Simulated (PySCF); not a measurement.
**Spin–spin coupling calculation, with input and output: C$_{6}$H$_{5}$NS**

C$_{6}$H$_{5}$NS, SMILES CC#Cc1ccsn1, computed with mPW1PW91/aug-cc-pVDZ indirect spin-spin coupling, non-relativistic, gas phase (PySCF 2.14.0).

Some settings of this run were made unusual or wrong on purpose. The geometry comes from this level: GFN2-xTB. Figures and captions count atoms from 1; the log counts them from 0 in places.

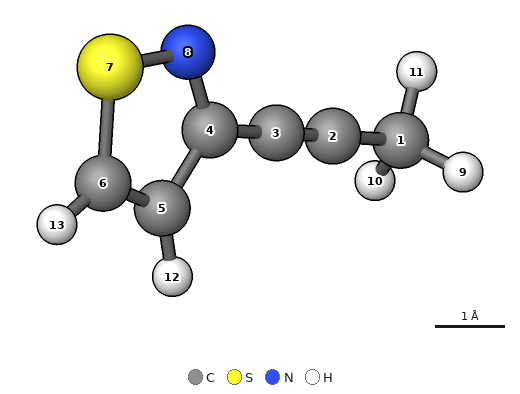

**Figure 1.** The structure as given in the input (ball-and-stick view, seen at a tilt; atoms are numbered from 1 in the order of the input). Bond lengths as drawn: C–C 1.20 to 1.44 Å, C–H 1.07 to 1.09 Å, C–N 1.32 Å, C–S 1.72 Å and N–S 1.62 Å.

**The input**
```
{"job": {"kind": "j", "xc": "mPW1PW91", "basis": "aug-cc-pVDZ", "scf": {"conv": 0.1, "max_cycle": 82}}, "charge": 0, "multiplicity": 1}
C     -3.131779    -0.092359     0.036399
C     -1.700527     0.087802     0.050889
C     -0.506220     0.233976     0.061221
C      0.894076     0.392317     0.070531
C      1.814573    -0.663390    -0.183446
C      3.087971    -0.194714    -0.102755
S      3.061323     1.482158     0.273145
N      1.439927     1.562980     0.322244
H     -3.479849    -0.224197    -0.988277
H     -3.403643    -0.974000     0.617021
H     -3.620442     0.781678     0.465818
H      1.527082    -1.674418    -0.404210
H      4.013122    -0.717345    -0.236309
```

The first line tells a small driver script what to run in PySCF; the rest is the geometry in Å.

Machine: 1 CPU thread, shared host.

Launch command:
```bash
OMP_NUM_THREADS=1 python <driver script> task.json out
```

**Log**
```
final grid: 116848 points
cycle   1  E = -684.4543647092  dE =  1.585e+00  |g| = 3.865e-01  |ddm| = 1.942e+01
cycle   2  E = -684.4363565046  dE =  1.801e-02  |g| = 4.698e-01  |ddm| = 3.311e+00
cycle   3  E = -684.4906983431  dE = -5.434e-02  |g| = 1.506e-01  |ddm| = 1.432e+00
converged SCF energy = -684.4906983431

Indirect spin-spin couplings (Hz)
  i      j    bonds     total        FC       PSO       DSO        SD
  0 C    1 C    1    114.584   115.979    -1.575     0.181         -
  0 C    2 C    2     -1.344    -0.958    -0.258    -0.128         -
  0 C    3 C    3      5.088     5.085     0.048    -0.044         -
  0 C    4 C    4     -1.271    -1.251     0.010    -0.030         -
  0 C    5 C    5      0.352     0.370     0.023    -0.041         -
  0 C    7 N    4      0.810     0.797     0.011     0.011    -0.009
  0 C    8 H    1    149.139   147.536     1.003     0.600         -
  0 C    9 H    1    148.203   146.603     1.001     0.600         -
  0 C   10 H    1    147.463   145.880     0.985     0.597         -
  0 C   12 H    6     -0.271    -0.212     0.110    -0.169         -
  1 C    2 C    1    126.196   120.983     5.038     0.175         -
  1 C    3 C    2      1.209     1.191     0.102    -0.084         -
  1 C    4 C    3      4.440     4.683    -0.199    -0.044         -
  1 C    5 C    4     -1.359    -1.352     0.057    -0.065         -
  1 C    6 S    4      1.180     0.576     0.625    -0.020         -
  1 C    7 N    3     -4.116    -3.730     0.327     0.018    -0.731
  1 C    8 H    2    -13.320   -13.093    -0.048    -0.179         -
  1 C    9 H    2    -13.189   -12.952    -0.056    -0.181         -
  1 C   10 H    2    -12.950   -12.704    -0.068    -0.178         -
  1 C   11 H    4     -0.623    -0.540    -0.006    -0.076         -
  1 C   12 H    5      0.793     0.853     0.199    -0.260         -
  2 C    3 C    1    169.533   171.506    -2.299     0.326         -
  2 C    4 C    2      6.416     6.360     0.033     0.023         -
  2 C    5 C    3      5.617     5.624     0.057    -0.064         -
  2 C    6 S    3      2.155     2.345    -0.168    -0.022         -
  2 C    7 N    2     -9.167    -9.435     0.014    -0.012     0.266
  2 C    8 H    3      7.455     7.333     0.488    -0.367         -
  2 C    9 H    3      7.276     7.150     0.493    -0.367         -
  2 C   10 H    3      7.086     6.957     0.498    -0.368         -
  2 C   11 H    3      0.781     0.677     0.015     0.089         -
  2 C   12 H    4     -0.609    -0.510     0.229    -0.329         -
  3 C    4 C    1    129.457   133.843    -4.711     0.324         -
  3 C    5 C    2     -0.444    -0.149    -0.341     0.046         -
  3 C    6 S    2     -2.687    -2.322    -0.360    -0.005         -
  3 C    7 N    1    -20.141   -24.150     5.231    -0.131    -1.090
  3 C    8 H    4     -3.436    -3.384     0.086    -0.137         -
  3 C    9 H    4     -3.005    -2.955     0.087    -0.136         -
  3 C   10 H    4     -2.188    -2.138     0.095    -0.145         -
  3 C   11 H    2      5.711     6.558    -0.666    -0.180         -
  3 C   12 H    3      9.490     9.852     0.120    -0.483         -
  4 C    5 C    1    150.869   157.212    -6.605     0.262         -
  4 C    6 S    2      1.765     1.895    -0.125    -0.005         -
  4 C    7 N    2      2.376     1.560     0.369     0.002     0.446
  4 C    8 H    5      1.204     1.239     0.051    -0.086         -
  4 C    9 H    5      1.409     1.442     0.030    -0.063         -
  4 C   10 H    5      1.497     1.536     0.122    -0.162         -
  4 C   11 H    1    192.482   191.429     0.055     0.998         -
  4 C   12 H    2      4.650     5.821    -0.746    -0.425         -
  5 C    6 S    1    -16.595    -9.869    -6.773     0.047         -
  5 C    7 N    2     -2.607    -3.408     1.681     0.005    -0.885
  5 C    8 H    6     -1.006    -0.960     0.091    -0.137         -
  5 C    9 H    6     -0.604    -0.563     0.089    -0.130         -
  5 C   10 H    6     -0.157    -0.093     0.101    -0.165         -
  5 C   11 H    2      5.129     6.331    -0.817    -0.385         -
  5 C   12 H    1    192.992   192.482    -0.477     0.987         -
  6 S    7 N    1     19.860    15.429     4.288    -0.020     0.162
  6 S    8 H    6      0.212     0.234     0.023    -0.046         -
  6 S   11 H    3      1.908     2.055     0.008    -0.154         -
  6 S   12 H    2      6.606     8.038    -1.351    -0.082         -
  7 N    8 H    5     -1.281    -1.318    -0.019     0.047     0.010
  7 N    9 H    5     -1.318    -1.364    -0.030     0.056     0.020
  7 N   10 H    5     -1.604    -1.655     0.016     0.013     0.022
  7 N   11 H    3     -1.134    -1.398     0.014     0.223     0.027
  7 N   12 H    3      1.836     1.374     0.247     0.251    -0.036
  8 H    9 H    2    -16.849   -16.309     2.310    -2.850         -
  8 H   10 H    2    -16.522   -15.976     2.313    -2.859         -
  8 H   11 H    6     -0.374    -0.340     0.136    -0.170         -
  8 H   12 H    7      0.181     0.356     0.395    -0.570         -
  9 H   10 H    2    -16.178   -15.627     2.322    -2.873         -
  9 H   11 H    6     -0.220    -0.227     0.019    -0.013         -
  9 H   12 H    7      0.167     0.330     0.375    -0.538         -
 10 H   11 H    6     -0.233    -0.069     0.490    -0.653         -
 11 H   12 H    3      2.982     3.274     0.664    -0.956         -
```

**Outcome**

```json
{"quantity": "outcome", "value": "converged"}
{"quantity": "total energy", "value": "−684.490698 hartree"}
{"quantity": "HOMO", "value": "−6.75 eV"}
{"quantity": "LUMO", "value": "−1.23 eV"}
{"quantity": "dipole moment", "value": "2.46 D"}
{"quantity": "wall time", "value": "64 s"}
{"quantity": "peak memory", "value": "0.95 GiB"}
```

**What went wrong**

Some settings of this run were drawn to be unusual or wrong. It converged; results that depend on the unusual settings are not reference values.
